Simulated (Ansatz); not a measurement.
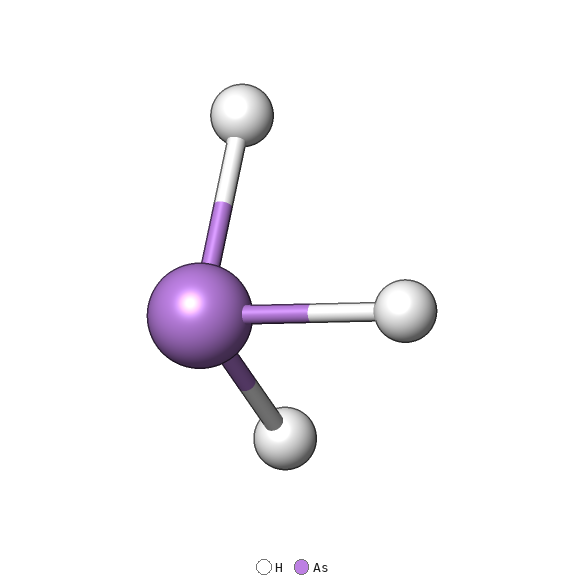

Sticks follow a distance rule. Harmonic vibrations computed with RKS PBE0-D4/def2-TZVP (Ansatz 0.2.0) at a stationary point of the same level.

Is this a minimum or a saddle point?

A minimum: no imaginary frequency, and the lowest mode lies at 921 cm⁻¹.

List the wavenumbers.

6 modes: 921, 1018, 1018, 2215, 2229, 2229 cm⁻¹.
